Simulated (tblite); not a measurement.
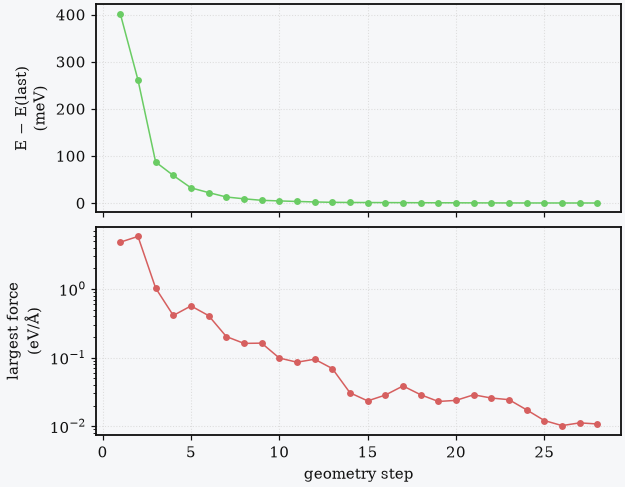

History of a geometry optimisation.

The run: 3-methylbenzoyl fluoride (3b) (SMILES Cc1cccc(C(=O)F)c1), by GFN2-xTB geometry optimisation, gas phase in tblite.

Q: How did the optimisation end?

A: The optimisation met its thresholds at geometry 28, counting the start as the first. The energy fell by about 400 meV from the first step to the last. The largest force goes from about 4.8 eV/Å at the start to 0.011 eV/Å at the end.

Q: By which step was nine tenths of the energy gained?

A: By step 5 of 28.
